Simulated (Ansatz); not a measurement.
# OH− (hydroxide): levels of theory compared

Wanted: a comparison of 6 runs (UHF/3-21G, UPBE/3-21G, wB97X/3-21G, UB3LYP/cc-pVDZ, CCSDT/3-21G, CCSDTQ/3-21G) of OH− (hydroxide). 

The results are computed with Ansatz 0.2.0.

2 further runs of the same task are left out: 2 that didn't finish.

### 1 The system as given

The species is OH− (2 atoms), meant as a singlet with charge -1. SMILES: `[OH-]`. The H2–O1 distance was set to 1.445 Å, away from the relaxed value.

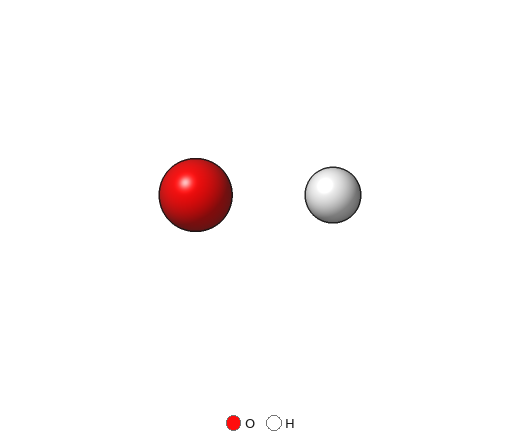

Viewed from a chosen angle; oxygen red, hydrogen white.

### 2 A single-point energy at UHF/3-21G (run 1)

Contents of molecule.yaml:

```yaml
crystal:
  periodic: [false, false, false]
  atoms:
    - symbol: O
      position_ang: [0.823580, -0.263594, 0.424990]
    - symbol: H
      position_ang: [-0.411800, 0.131800, -0.212500]
basis:
  gaussian:
    orbitals: 3-21G.json
hamiltonian:
  xc: hf
magnetization:
  spin_polarized: true
accuracy: high
total_charge: -1
```

The basis set 3-21G is read from a file made from the Basis Set Exchange's data (not shown).

Run with:

```
ansatz run molecule.yaml --threads 1 --pin off --max-ram 2610MiB --events-out events.jsonl --progress --plain --runs-dir runs
```

The log of the run:

```text
Warning: RAYON_NUM_THREADS=1 ignored (pool sized by the plan → 1); use --threads N
Functional definition: HF
  name "HF"
  exchange = exact_x
  correlation = 0
149 factors; integrals over basis functions are off by at most 3.1e-9 eV
mean field evaluation 1: about -2035.2862 eV, gradient 1.1e1 eV
mean field evaluation 2: about -2035.2859 eV, gradient 1.1e1 eV
mean field evaluation 4: about -2036.1057 eV, gradient 1.5e0 eV
mean field evaluation 8: about -2036.1140 eV, gradient 5.1e-4 eV
mean field evaluation 16: about -2036.1601 eV, gradient 1.6e-2 eV
mean field evaluation 32: about -2036.1259 eV, gradient 4.3e-1 eV
mean field evaluation 64: about -2036.0624 eV, gradient 1.5e0 eV
mean field evaluation 96: about -2036.1140 eV, gradient 1.4e-3 eV
mean field -2036.15992345 eV, -74.8274970282 hartree, gradient 2.4e-8 eV, S^2 0.202558; 2 other end points of the search recorded, 0 dependent functions left out
reference -2036.15992345 eV, -74.8274970282 hartree; 5, 5 occupied and 6, 6 virtual orbitals, 149 factors
Total energy: -2036.15992345 eV, -74.8274970282 hartree
```

Wall time 0.06 s (1 thread of Arm Neoverse V2, shared host).

### 3 A single-point energy at UPBE/3-21G (run 2)

Contents of run.yaml:

```yaml
crystal:
  periodic: [false, false, false]
  atoms:
    - {symbol: O, position_ang: [0.823580, -0.263594, 0.424990]}
    - {symbol: H, position_ang: [-0.411800, 0.131800, -0.212500]}
basis:
  gaussian: {orbitals: 3-21G.json}
total_charge: -1
magnetization: {spin_polarized: true, initial_magnetization: 0}
hamiltonian: {xc: pbe}
accuracy: high
```

The basis set 3-21G is read from a file made from the Basis Set Exchange's data (not shown).

Run with:

```
ansatz run run.yaml --threads 1 --pin off --max-ram 2610MiB --events-out events.jsonl --progress --plain --runs-dir runs
```

The log of the run:

```text
Warning: RAYON_NUM_THREADS=1 ignored (pool sized by the plan → 1); use --threads N
Functional definition: PBE
  name "PBE"
  parameter kappa = 0.804
  parameter beta = 0.06672455060314922
  exchange = pbe_x(kappa = kappa, mu = beta*pi^2/3)
  correlation = pbe_c(beta = beta)
149 factors; integrals over basis functions are off by at most 3.1e-9 eV
mean field evaluation 1: about -2041.1870 eV, gradient 2.6e1 eV
mean field evaluation 2: about -2028.1406 eV, gradient 6.1e1 eV
mean field evaluation 4: about -2044.2228 eV, gradient 1.2e0 eV
mean field evaluation 8: about -2044.2285 eV, gradient 5.4e-3 eV
mean field evaluation 16: about -2044.2285 eV, gradient 2.4e-8 eV
mean field evaluation 32: about -2044.1848 eV, gradient 6.2e-1 eV
mean field -2044.22852463 eV, -75.1240126522 hartree, gradient 2.3e-8 eV, S^2 0.000000; 4 other end points of the search recorded, 0 dependent functions left out
reference -2044.22852549 eV, -75.1240126839 hartree; 5, 5 occupied and 6, 6 virtual orbitals, 149 factors
Total energy: -2044.22852549 eV, -75.1240126839 hartree
```

It took 0.5 s on 1 thread of Arm Neoverse V2, shared host.

Runs 3 to 5 aren't shown in full; the table further down has their settings and results.

### 4 A single-point energy at CCSDTQ/3-21G (run 6)

Contents of job.yaml:

```yaml
crystal:
  periodic: [false, false, false]
  atoms:
    - {symbol: O, position_ang: [0.823580, -0.263594, 0.424990]}
    - {symbol: H, position_ang: [-0.411800, 0.131800, -0.212500]}
basis:
  gaussian: {orbitals: 3-21G.json}
correlation: {method: ccsdtq, frozen_orbitals: {H: 0, O: 1}}
total_charge: -1
accuracy: high
scf: {omitted_lower_state_checks: [cluster_reference, increment]}
```

The basis set 3-21G is read from a file made from the Basis Set Exchange's data (not shown).

Run with:

```
ansatz run job.yaml --threads 1 --pin off --max-ram 2610MiB --events-out events.jsonl --progress --plain --runs-dir runs
```

The log of the run, cut to the lines that bear on the results:

```text
Warning: RAYON_NUM_THREADS=1 ignored (pool sized by the plan → 1); use --threads N
Functional definition: HF
  name "HF"
[...]
149 factors; integrals over basis functions are off by at most 3.1e-9 eV
[...]
mean field -2036.11398913 eV, -74.8258089729 hartree, gradient 5.6e-8 eV, S^2 0.000000; 0 other end points of the search recorded, 0 dependent functions left out; unrestricted orbitals would lower it
1 core orbitals not correlated: weight in the atoms' cores, before any rotation towards them, 1.000 or more for the frozen orbitals, at most 0.000 for the correlated occupied ones
reference -2036.11398913 eV, -74.8258089729 hartree; 4, 4 occupied and 6, 6 virtual orbitals, 149 factors
second order -3.08523122 eV of doubles, -0.00000000 eV of singles
cycle   1  -3.24600770 eV  change   -1.6e-1 eV  update   7.3e-2
[...]
cycle  18  -3.58775281 eV  change  -2.2e-10 eV  update  3.0e-10
Total energy: -2039.70174194 eV, -74.9576564568 hartree
Checks for a lower state left out: cluster_reference, increment
```

Run time: 1.1 s. Hardware: 1 thread of Arm Neoverse V2, shared host; peak memory 0.12 GiB.

### 5 Overview of the runs

```csv
run,level,frozen core orbitals,energy (Eh),wall time
1,UHF/3-21G,–,-74.827497,0.06 s
2,UPBE/3-21G,–,-75.124013,0.5 s
3,wB97X/3-21G,–,-75.188637,0.8 s
4,UB3LYP/cc-pVDZ,–,-75.666063,0.44 s
5,CCSDT/3-21G,1,-74.957609,0.18 s
6,CCSDTQ/3-21G,1,-74.957656,1.1 s
```

### 6 Results

| quantity | value |
| --- | --- |
| run 6: total energy | -74.95766 Eh |
| run 6: correlation energy (1 core orbital frozen) | -131.8 mEh |
| run 6: T1 diagnostic | 0.020 |

What this shows: Below the UHF energy at the same shape and in the same basis (3-21G): CCSDT -130.1 mEh; CCSDTQ -130.2 mEh. Some of these start from another determinant than that one, so these aren't their correlation energies. Totals of different functionals can't be ranked against each other. In runs 5, 6 the log says that unrestricted orbitals would lower the reference, so the values rest on an unstable closed-shell determinant (other closed-shell runs at this shape may share the fault). Spin contamination of the reference: run 1 ⟨S²⟩ = 0.20. All runs together took 3.1 s, the longest 1.1 s.
